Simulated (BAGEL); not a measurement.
**BH3 (SMILES [H]B([H])[H]) at HF/def2-TZVPPD (density fitting with qzvpp-jkfit)**

What is the vertical singlet–triplet gap of BH3 at HF/def2-TZVPPD (density fitting with qzvpp-jkfit)? 

Program for the calculation: BAGEL 1.2.2.

1 further run of the same task is left out (set aside as unsound or not needed). Runs told in other sessions of the task aren't counted.

### 1 The system as given

The species is BH3 (4 atoms), meant as a singlet with charge 0. As SMILES, `[H]B([H])[H]`. The coordinates come from a GFN2-xTB relaxation.

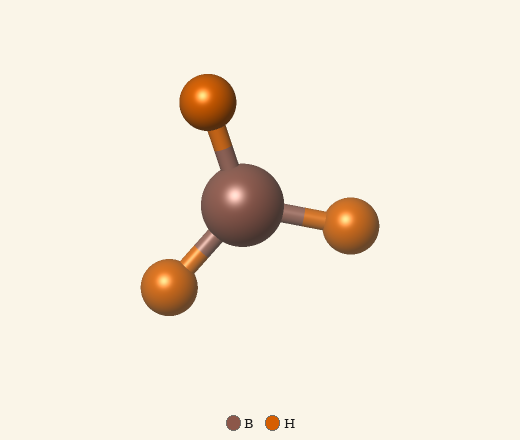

The structure, seen from a chosen angle (boron brown, hydrogen orange).

### 2 The energy at HF/def2-TZVPPD (density fitting with qzvpp-jkfit)

File calc.json:

```json
{ "bagel" : [

{
  "title" : "molecule",
  "basis" : "def2-tzvppd.json",
  "df_basis" : "qzvpp-jkfit",
  "angstrom" : true,
  "geometry" : [
    { "atom" : "B", "xyz" : [       0.000060,       0.000030,      -0.001400 ] },
    { "atom" : "H", "xyz" : [       1.163870,      -0.030320,       0.015280 ] },
    { "atom" : "H", "xyz" : [      -0.555340,       1.023410,      -0.018650 ] },
    { "atom" : "H", "xyz" : [      -0.608600,      -0.993120,       0.004770 ] }
  ]
},

{
  "title" : "hf"
},

{
  "title" : "print",
  "file" : "orbitals.molden",
  "orbitals" : true
}

]}
```

The basis set def2-TZVPPD is read from a file made from the Basis Set Exchange's data (not shown).

Started as:

```sh
$ BAGEL_NUM_THREADS=1 BAGEL calc.json > calc.out
```

What it wrote:

```text
* using 1 threads per process

  ===============================================================
  ===============================================================

  *** Geometry ***

  { "atom" : "B", "xyz" : [      0.000113,      0.000057,     -0.002646 ] },
  { "atom" : "H", "xyz" : [      2.199396,     -0.057296,      0.028875 ] },
  { "atom" : "H", "xyz" : [     -1.049441,      1.933965,     -0.035243 ] },
  { "atom" : "H", "xyz" : [     -1.150087,     -1.876725,      0.009014 ] },

  Number of auxiliary basis functions:      129

  Since a DF basis is specified, we compute 2- and 3-index integrals:
    o Being stored without compression. Storage requirement is 0.008 GB

  Number of basis functions:       88
  Number of electrons      :        8

    * METHOD: MOLECULE                             0.12

  *** RHF ***

  === Nuclear Repulsion ===
     7.6030819077

      * DIIS with orbital gradients will be used.

  === RHF iteration (def2-tzvppd.json) ===
      0        -26.37578718          0.01230005           0.02
      1        -26.39830538          0.00296150           0.02
      2        -26.39992538          0.00027064           0.02
      3        -26.39994062          0.00005336           0.02
      4        -26.39994129          0.00000697           0.02
      5        -26.39994130          0.00000064           0.02
      6        -26.39994130          0.00000009           0.02
      7        -26.39994130          0.00000001           0.02
    * SCF iteration converged.

    * Permanent dipole moment:
           (   -0.000193,    -0.000122,     0.001785) a.u.

    * METHOD: HF                                   0.32

    * METHOD: PRINT                                0.06

  ===============================================================
```

It took 1.1 s on 1 thread of AMD EPYC, shared host; peak memory 0.083 GiB.

### 3 The triplet

File input.json:

```json
{ "bagel": [

{
  "title": "molecule",
  "basis": "def2-tzvppd.json",
  "df_basis": "qzvpp-jkfit",
  "angstrom": "true",
  "geometry": [
    { "atom": "B", "xyz": [       0.000060,       0.000030,      -0.001400 ] },
    { "atom": "H", "xyz": [       1.163870,      -0.030320,       0.015280 ] },
    { "atom": "H", "xyz": [      -0.555340,       1.023410,      -0.018650 ] },
    { "atom": "H", "xyz": [      -0.608600,      -0.993120,       0.004770 ] }
  ]
},

{ "title": "uhf", "charge": 0, "nopen": 2 },

{ "title": "print", "file": "orbitals.molden", "orbitals": "true" }

]}
```

The basis set def2-TZVPPD is read from a file made from the Basis Set Exchange's data (not shown).

Started as:

```sh
$ BAGEL_NUM_THREADS=1 BAGEL input.json > input.out
```

What it wrote:

```text
* using 1 threads per process

  ===============================================================
  ===============================================================

  *** Geometry ***

  { "atom" : "B", "xyz" : [      0.000113,      0.000057,     -0.002646 ] },
  { "atom" : "H", "xyz" : [      2.199396,     -0.057296,      0.028875 ] },
  { "atom" : "H", "xyz" : [     -1.049441,      1.933965,     -0.035243 ] },
  { "atom" : "H", "xyz" : [     -1.150087,     -1.876725,      0.009014 ] },

  Number of auxiliary basis functions:      129

  Since a DF basis is specified, we compute 2- and 3-index integrals:
    o Being stored without compression. Storage requirement is 0.008 GB

  Number of basis functions:       88
  Number of electrons      :        8

    * METHOD: MOLECULE                             0.10

  *** Open-shell HF ***

  === Nuclear Repulsion ===
     7.6030819077

      * DIIS with orbital gradients will be used.

  === UHF iteration (def2-tzvppd.json) ===
      0        -26.16061515          0.02504312           0.04
      1        -26.19479724          0.00655197           0.04
      2        -26.19885048          0.00280508           0.05
      3        -26.20023061          0.00154148           0.05
      4        -26.20083354          0.00084724           0.04
      5        -26.20112028          0.00019317           0.05
      6        -26.20115486          0.00007308           0.05
      7        -26.20115968          0.00004295           0.04
      8        -26.20116101          0.00003700           0.05
      9        -26.20116195          0.00003379           0.04
     10        -26.20116447          0.00002221           0.05
     11        -26.20116600          0.00000957           0.04
     12        -26.20116622          0.00000470           0.05
     13        -26.20116625          0.00000273           0.04
     14        -26.20116626          0.00000134           0.04
     15        -26.20116626          0.00000079           0.05
     16        -26.20116626          0.00000035           0.05
     17        -26.20116626          0.00000022           0.05
     18        -26.20116626          0.00000010           0.05
     19        -26.20116626          0.00000006           0.04
     20        -26.20116626          0.00000001           0.04
     21        -26.20116626          0.00000000           0.04
    * SCF iteration converged.

    * S^2 (UHF) is 2.0096

    * Permanent dipole moment:
           (    0.300980,     0.491294,    -0.004803) a.u.

    * METHOD: UHF                                  1.13

    * METHOD: PRINT                                0.06

  ===============================================================
```

Run time: 1.9 s. Hardware: 1 thread of AMD EPYC, shared host; peak memory 0.14 GiB.

### 4 Results

At HF/def2-TZVPPD (density fitting with qzvpp-jkfit):

| quantity | value |
| --- | --- |
| singlet: total energy | -26.39994 Eh |
| singlet: dipole moment | 0.00 D |
| singlet: HOMO energy | -13.68 eV |
| singlet: LUMO energy | 1.30 eV |
| singlet: HOMO–LUMO gap | 14.98 eV |
| triplet: total energy | -26.20117 Eh |
| triplet: dipole moment | 1.46 D |
| triplet: ⟨S²⟩ | 2.010 |
| vertical energy of the triplet above the singlet | 5.409 eV |

In words: At this shape the triplet lies 5.41 eV (125 kcal/mol) above the singlet.
